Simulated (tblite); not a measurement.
**C5H9BNSi: geometry relaxation (part 4 of 4)**

C5H9BNSi, multiplicity 2, SMILES C=C[CH]NBC#C[SiH3]; GFN2-xTB geometry optimisation, gas phase (tblite 0.8.0). It belongs to a series of runs on one base structure; here: H removed from sp3 C.

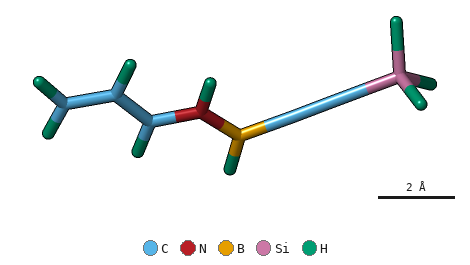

Figure 1. The geometry at step 110 of the log (stick view, seen at a tilt).

**Trajectory as extended XYZ, continued**
```
17
Properties=species:S:1:pos:R:3:forces:R:3 step=100 energy=-573.54062
C    -4.2862   -0.0433   -0.2630   -0.0590  -0.0080  -0.0050
C    -2.9713   -0.1410    0.0618    0.0280   0.0060   0.0260
C    -1.9401    0.4780   -0.6396   -0.0230   0.0340  -0.0150
N    -0.6349    0.3818   -0.2917   -0.0020  -0.0200   0.0000
B     0.4838    0.9638   -0.9226    0.0500   0.0160   0.0080
C     1.8310    0.6972   -0.3001   -0.0390   0.0050  -0.0090
C     2.8965    0.4659    0.2357    0.0610   0.0070   0.0470
Si    4.5100    0.0972    1.0492   -0.0110  -0.0130  -0.0390
H    -4.6183    0.5332   -1.1081    0.0350   0.0020  -0.0020
H    -5.0409   -0.5398    0.3166   -0.0320  -0.0150   0.0110
H    -2.6964   -0.7345    0.9279    0.0180   0.0100  -0.0230
H    -2.1548    1.0843   -1.5061   -0.0190  -0.0100  -0.0110
H    -0.4762   -0.1891    0.5314   -0.0190  -0.0120   0.0160
H     0.3401    1.6250   -1.8787    0.0010   0.0000  -0.0030
H     4.2974   -0.0540    2.4920   -0.0330  -0.0140   0.0230
H     5.4479    1.1959    0.8088    0.0090   0.0090  -0.0330
H     5.0055   -1.1591    0.4765    0.0340   0.0030   0.0110
17
Properties=species:S:1:pos:R:3:forces:R:3 step=102 energy=-573.54170
C    -4.2876   -0.0468   -0.2643   -0.0080  -0.0050  -0.0020
C    -2.9720   -0.1366    0.0639   -0.0050   0.0070   0.0000
C    -1.9429    0.4862   -0.6374    0.0000  -0.0080  -0.0100
N    -0.6368    0.3867   -0.2906   -0.0050  -0.0040  -0.0110
B     0.4859    0.9646   -0.9202    0.0100   0.0090   0.0060
C     1.8330    0.6963   -0.2994    0.0100  -0.0160   0.0450
C     2.8963    0.4648    0.2424   -0.0200   0.0000  -0.0200
Si    4.5117    0.0922    1.0472    0.0040  -0.0210   0.0080
H    -4.6169    0.5251   -1.1143    0.0240  -0.0060   0.0200
H    -5.0417   -0.5451    0.3150   -0.0230  -0.0070  -0.0020
H    -2.6927   -0.7288    0.9289    0.0050   0.0070  -0.0010
H    -2.1621    1.0859   -1.5069    0.0040   0.0120  -0.0150
H    -0.4815   -0.1855    0.5326   -0.0140   0.0000   0.0100
H     0.3455    1.6243   -1.8775   -0.0050   0.0070  -0.0110
H     4.2988   -0.0561    2.4920   -0.0190  -0.0130  -0.0050
H     5.4386    1.1978    0.7993    0.0300   0.0120  -0.0270
H     5.0173   -1.1635    0.4793    0.0130   0.0240   0.0130
17
Properties=species:S:1:pos:R:3:forces:R:3 step=105 energy=-573.54233
C    -4.2902   -0.0516   -0.2651    0.0130  -0.0010   0.0130
C    -2.9740   -0.1289    0.0645   -0.0020  -0.0190  -0.0080
C    -1.9455    0.4888   -0.6428    0.0060  -0.0100  -0.0080
N    -0.6397    0.3854   -0.2936   -0.0120   0.0150  -0.0020
B     0.4873    0.9663   -0.9136   -0.0110   0.0080  -0.0030
C     1.8313    0.6948   -0.2869   -0.0310  -0.0010   0.0060
C     2.8964    0.4639    0.2505    0.0250  -0.0100   0.0010
Si    4.5165    0.0907    1.0466   -0.0040   0.0200   0.0020
H    -4.6179    0.5102   -1.1218   -0.0020   0.0020   0.0070
H    -5.0431   -0.5477    0.3186   -0.0040   0.0060  -0.0150
H    -2.6899   -0.7125    0.9338   -0.0050   0.0050   0.0060
H    -2.1634    1.0850   -1.5155    0.0100   0.0010   0.0020
H    -0.4901   -0.1877    0.5304   -0.0080   0.0080  -0.0030
H     0.3520    1.6308   -1.8695    0.0010  -0.0070   0.0090
H     4.3030   -0.0617    2.4913   -0.0020  -0.0050  -0.0120
H     5.4417    1.1985    0.7894    0.0040  -0.0210  -0.0050
H     5.0187   -1.1629    0.4737    0.0220   0.0080   0.0090
17
Properties=species:S:1:pos:R:3:forces:R:3 step=107 energy=-573.54262
C    -4.2899   -0.0548   -0.2672   -0.0150   0.0100  -0.0090
C    -2.9745   -0.1282    0.0645    0.0040  -0.0190  -0.0170
C    -1.9462    0.4865   -0.6456   -0.0030   0.0200   0.0020
N    -0.6417    0.3890   -0.2911   -0.0040   0.0140  -0.0060
B     0.4859    0.9706   -0.9092   -0.0040  -0.0160   0.0070
C     1.8285    0.6961   -0.2800   -0.0410   0.0170  -0.0160
C     2.8959    0.4640    0.2521    0.0470  -0.0160   0.0200
Si    4.5175    0.0897    1.0458   -0.0050   0.0210  -0.0210
H    -4.6164    0.5012   -1.1284    0.0010  -0.0010   0.0140
H    -5.0447   -0.5471    0.3173    0.0020   0.0010  -0.0090
H    -2.6903   -0.7063    0.9371   -0.0020  -0.0020   0.0140
H    -2.1626    1.0837   -1.5184    0.0060  -0.0160   0.0040
H    -0.4945   -0.1813    0.5353    0.0000   0.0050  -0.0020
H     0.3518    1.6317   -1.8676    0.0050  -0.0030   0.0120
H     4.3071   -0.0664    2.4898   -0.0040   0.0010   0.0000
H     5.4448    1.1948    0.7838   -0.0020  -0.0140   0.0030
H     5.0224   -1.1619    0.4718    0.0160  -0.0030   0.0040
17
Properties=species:S:1:pos:R:3:forces:R:3 step=110 energy=-573.54288
C    -4.2901   -0.0565   -0.2697    0.0010  -0.0030   0.0030
C    -2.9751   -0.1307    0.0648   -0.0090   0.0020  -0.0050
C    -1.9471    0.4877   -0.6430   -0.0080   0.0090  -0.0030
N    -0.6432    0.3953   -0.2867    0.0010  -0.0090   0.0070
B     0.4851    0.9717   -0.9078   -0.0010  -0.0020   0.0090
C     1.8271    0.7003   -0.2765    0.0170  -0.0040   0.0040
C     2.8966    0.4660    0.2516   -0.0150  -0.0080  -0.0100
Si    4.5177    0.0885    1.0433    0.0070  -0.0090   0.0010
H    -4.6141    0.5001   -1.1311   -0.0010   0.0030   0.0030
H    -5.0473   -0.5494    0.3114    0.0070   0.0000  -0.0050
H    -2.6920   -0.7062    0.9400   -0.0070   0.0020  -0.0050
H    -2.1632    1.0807   -1.5185    0.0000  -0.0100   0.0010
H    -0.4952   -0.1721    0.5416   -0.0030   0.0070   0.0010
H     0.3529    1.6269   -1.8701    0.0020   0.0010   0.0050
H     4.3060   -0.0685    2.4877   -0.0020   0.0040  -0.0100
H     5.4458    1.1908    0.7805    0.0120   0.0100   0.0010
H     5.0293   -1.1628    0.4727   -0.0010   0.0060   0.0040
17
Properties=species:S:1:pos:R:3:forces:R:3 step=112 energy=-573.54295
C    -4.2906   -0.0574   -0.2705    0.0070   0.0000  -0.0040
C    -2.9757   -0.1307    0.0647   -0.0100   0.0090   0.0020
C    -1.9479    0.4889   -0.6422    0.0060  -0.0070   0.0010
N    -0.6439    0.3963   -0.2851   -0.0040  -0.0010   0.0040
B     0.4848    0.9717   -0.9062    0.0010   0.0040   0.0050
C     1.8268    0.7017   -0.2744    0.0020  -0.0080  -0.0060
C     2.8970    0.4651    0.2508    0.0050  -0.0070   0.0010
Si    4.5187    0.0882    1.0420    0.0020   0.0030   0.0010
H    -4.6135    0.4997   -1.1321   -0.0020   0.0010   0.0030
H    -5.0482   -0.5514    0.3087    0.0050  -0.0010   0.0000
H    -2.6922   -0.7046    0.9410   -0.0100  -0.0010  -0.0090
H    -2.1629    1.0793   -1.5195   -0.0030  -0.0050  -0.0010
H    -0.4959   -0.1690    0.5445   -0.0070   0.0040   0.0030
H     0.3539    1.6253   -1.8697    0.0000   0.0020   0.0050
H     4.3054   -0.0694    2.4861    0.0000   0.0060  -0.0070
H     5.4474    1.1907    0.7794    0.0050   0.0030   0.0030
H     5.0299   -1.1630    0.4725    0.0040  -0.0030  -0.0020
17
Properties=species:S:1:pos:R:3:forces:R:3 step=115 energy=-573.54309
C    -4.2913   -0.0615   -0.2757   -0.0040   0.0110  -0.0080
C    -2.9780   -0.1282    0.0656    0.0090   0.0060  -0.0020
C    -1.9490    0.4895   -0.6413    0.0100  -0.0050   0.0060
N    -0.6462    0.4015   -0.2786    0.0030   0.0060   0.0010
B     0.4836    0.9748   -0.8998    0.0050  -0.0070   0.0000
C     1.8267    0.7034   -0.2709   -0.0090  -0.0100   0.0010
C     2.8975    0.4630    0.2514    0.0160   0.0010   0.0060
Si    4.5214    0.0870    1.0390    0.0060   0.0100  -0.0110
H    -4.6128    0.4931   -1.1394   -0.0030  -0.0030  -0.0010
H    -5.0490   -0.5562    0.3021   -0.0060  -0.0040   0.0060
H    -2.6959   -0.6964    0.9457   -0.0100  -0.0070  -0.0030
H    -2.1617    1.0726   -1.5239   -0.0030   0.0000  -0.0020
H    -0.5001   -0.1586    0.5548   -0.0070   0.0010   0.0030
H     0.3547    1.6248   -1.8659   -0.0060   0.0070  -0.0010
H     4.3107   -0.0720    2.4826   -0.0020   0.0060   0.0050
H     5.4523    1.1887    0.7768   -0.0080  -0.0060   0.0030
H     5.0301   -1.1642    0.4677    0.0070  -0.0060  -0.0040
17
Properties=species:S:1:pos:R:3:forces:R:3 step=117 energy=-573.54317
C    -4.2919   -0.0634   -0.2792   -0.0090   0.0070  -0.0020
C    -2.9794   -0.1262    0.0658    0.0110  -0.0010  -0.0040
C    -1.9492    0.4898   -0.6407   -0.0010   0.0030   0.0020
N    -0.6474    0.4056   -0.2743    0.0050  -0.0010  -0.0020
B     0.4835    0.9763   -0.8963    0.0000  -0.0080   0.0020
C     1.8268    0.7031   -0.2685   -0.0010  -0.0080   0.0090
C     2.8982    0.4625    0.2527    0.0010   0.0050  -0.0070
Si    4.5235    0.0861    1.0366    0.0100  -0.0060   0.0000
H    -4.6135    0.4879   -1.1448   -0.0020  -0.0030  -0.0030
H    -5.0490   -0.5588    0.2991   -0.0070   0.0000   0.0020
H    -2.6995   -0.6918    0.9481   -0.0050  -0.0060   0.0020
H    -2.1617    1.0681   -1.5265    0.0020   0.0050  -0.0040
H    -0.5040   -0.1523    0.5610    0.0020   0.0020   0.0030
H     0.3550    1.6257   -1.8629   -0.0050   0.0030   0.0010
H     4.3140   -0.0728    2.4807    0.0000   0.0040   0.0000
H     5.4551    1.1867    0.7750   -0.0040   0.0020  -0.0010
H     5.0324   -1.1651    0.4643    0.0020   0.0010  -0.0010
17
Properties=species:S:1:pos:R:3:forces:R:3 step=120 energy=-573.54324
C    -4.2926   -0.0618   -0.2791    0.0010  -0.0060   0.0040
C    -2.9794   -0.1267    0.0642   -0.0090   0.0010   0.0030
C    -1.9491    0.4907   -0.6405   -0.0060  -0.0040  -0.0030
N    -0.6474    0.4051   -0.2738   -0.0020  -0.0020   0.0010
B     0.4839    0.9745   -0.8958   -0.0010  -0.0010   0.0030
C     1.8269    0.7003   -0.2677    0.0010  -0.0010  -0.0010
C     2.9002    0.4620    0.2506    0.0020   0.0010  -0.0050
Si    4.5253    0.0864    1.0356   -0.0010  -0.0020   0.0050
H    -4.6152    0.4891   -1.1444   -0.0020   0.0030  -0.0030
H    -5.0490   -0.5583    0.2997   -0.0020   0.0040  -0.0040
H    -2.7005   -0.6946    0.9456   -0.0020  -0.0010  -0.0010
H    -2.1617    1.0694   -1.5260    0.0050   0.0060  -0.0030
H    -0.5061   -0.1522    0.5623    0.0080   0.0000   0.0000
H     0.3541    1.6258   -1.8614    0.0030  -0.0040   0.0060
H     4.3117   -0.0709    2.4793    0.0030   0.0030   0.0020
H     5.4562    1.1876    0.7757    0.0000   0.0040  -0.0030
H     5.0357   -1.1650    0.4657    0.0030  -0.0020  -0.0040
```

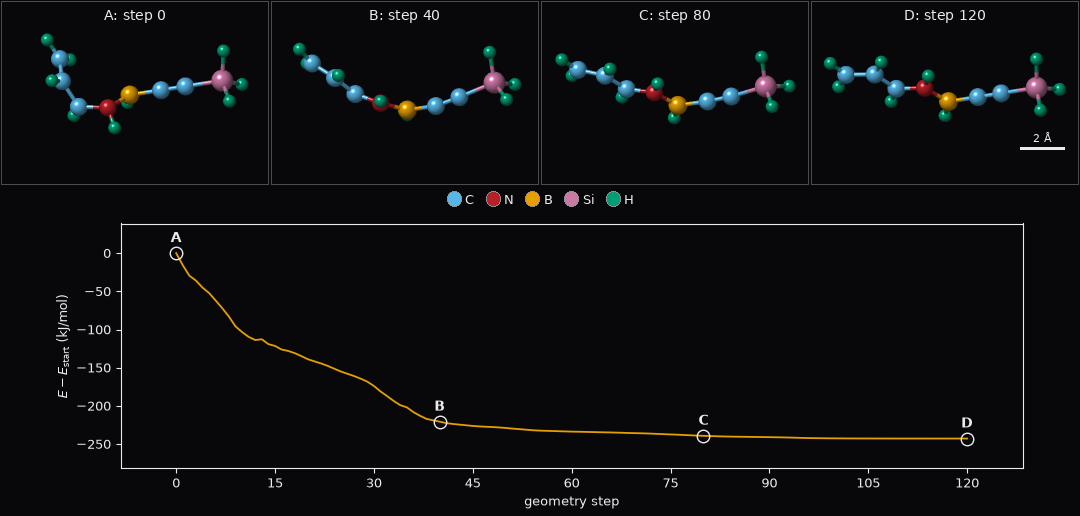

Figure 2. Frames of the relaxation (ball-and-stick view, seen at a tilt) above the curves, on which the letters mark them (steps are counted from 0).

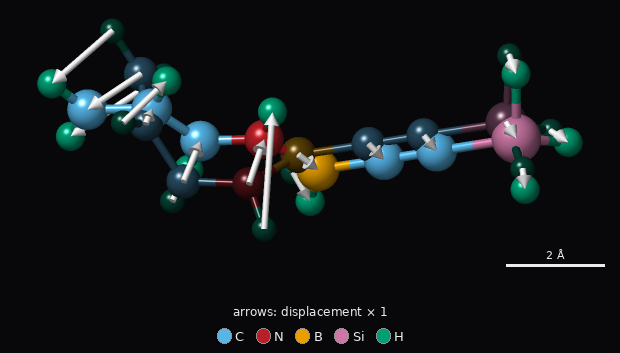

Figure 3. Start (faint) and end (solid) with the displacements as white arrows, at true length (ball-and-stick view, seen at a tilt). The two geometries are laid on each other by the best rigid fit. The energy falls by 242.8 kJ/mol in 120 geometry steps. Largest force component: 1.6 eV/Å at the start, 0.009 eV/Å at the end. The atom that moves furthest after the best rigid fit is H13 (2.41 Å). Largest moves by element: H 2.41 Å, C 1.35 Å, N 1.11 Å, B 0.54 Å, Si 0.43 Å. Distances before and after: N4–B5 1.518 → 1.411 Å, C2–C3 1.466 → 1.393 Å, C3–N4 1.409 → 1.355 Å, C1–C2 1.310 → 1.359 Å. Among the angles that change: C3–N4–B5 115.7° → 128.7°, B5–N4–H13 111.7° → 118.2°, C2–C3–N4 116.8° → 123.1°. (Atoms are counted from 1 in the order of the input.)

This output came from the following input.

**Input**
```
{"job": {"kind": "relax", "xc": "GFN2-xTB", "basis": "xTB"}, "charge": 0, "multiplicity": 2}
C     -3.426100     0.606400     0.430900
C     -3.002000    -0.443100    -0.229000
C     -2.037400    -0.285800    -1.321900
N     -0.675600    -0.443500    -0.995000
B      0.055800     0.823400    -0.588100
C      1.462000     0.674500     0.037500
C      2.563700     0.555500     0.533700
Si     4.224700     0.363700     1.276800
H     -3.090600     1.599200     0.155200
H     -4.150500     0.449500     1.259700
H     -3.331200    -1.458500     0.045300
H     -2.291900     0.477900    -2.064300
H     -0.121600    -1.007000    -1.677600
H     -0.115400     1.753700    -1.311600
H      4.038000     0.322000     2.725800
H      4.999600     1.546700     0.894600
H      4.891500    -0.873000     0.818200
```

The first line tells a small driver script what to run in tblite; the rest is the geometry in Å.

Run as:
```bash
OMP_NUM_THREADS=1 python <driver script> task.json out
```

**Summary**

| quantity | value |
| --- | --- |
| outcome | converged |
| total energy | −573.5432 eV |
| hardware | 1 CPU thread, shared host |
| wall time | 0.78 s |
| peak memory | 0.18 GiB |
